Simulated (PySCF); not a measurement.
SMILES N[SiH2][Al]([OH])[OH], PBE0/def2-SVP optimised geometry. Atoms within 1.6 Å of the plane z = 0.8 Å (x, y, z in Å): Si1 (-0.69, 1.82, 0.00), N2 (-2.44, 1.66, 0.06), Al3 (0.55, -0.30, 0.00), O4 (2.25, -0.30, 0.00), O5 (-0.38, -1.73, 0.00), H7 (-0.28, 2.64, 1.18), H8 (-2.82, 1.28, 0.92), H9 (-2.87, 1.18, -0.72), H10 (2.87, -1.03, 0.00), H11 (-0.08, -2.64, 0.00).

Calculation: PySCF with PBE0/def2-TZVP.

Map of the log10 of the electron density (e/bohr³), floored at −4 on the plane z = 0.8 Å:

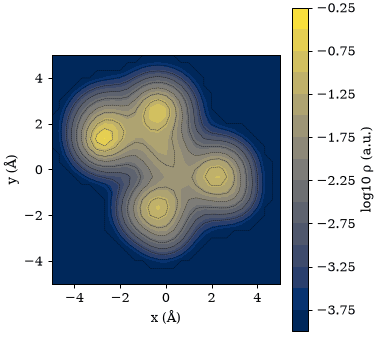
Fig. 1. Log10 of the electron density (e/bohr³), floored at −4 on the plane z = 0.8 Å.
